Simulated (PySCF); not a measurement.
Vertical excitations of a molecule H₂O₂S₂W, multiplicity 1 from TDA-LC-ωPBE/def2-SVPD in PySCF, as energy in eV (oscillator strength): 4.74 (0.135), 5.04 (0.005), 5.18 (0.016), 5.29 (0.007), 5.34 (0.006), 5.48 (0.005), 5.55 (0.040), 5.73 (0.009), 6.09 (0.001), 6.21 (0.011). Lowest triplet (TDA): 3.82 eV. Geometry: B3LYP-D3(BJ)/def2-SVP. The multiplicity is an assumed one; no other spin state was optimised. The def2 effective core potentials stand for the cores of W; spin–orbit coupling is left out. Other conformers were not sampled.

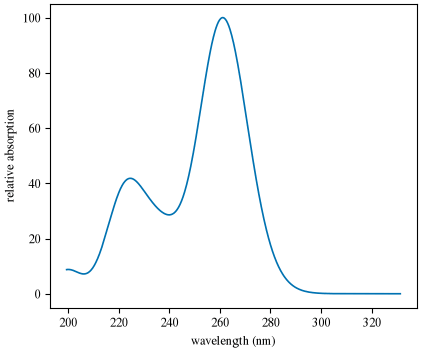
Figure. The lines broadened by 0.4 eV.

Which molecule gave these data?
A. [O]=[W](=[O])([SH])[SH]
B. [OH][W]([OH])(=[S])=[S]
C. [O]=[W]([OH])(=[S])[SH]

A, [O]=[W](=[O])([SH])[SH]
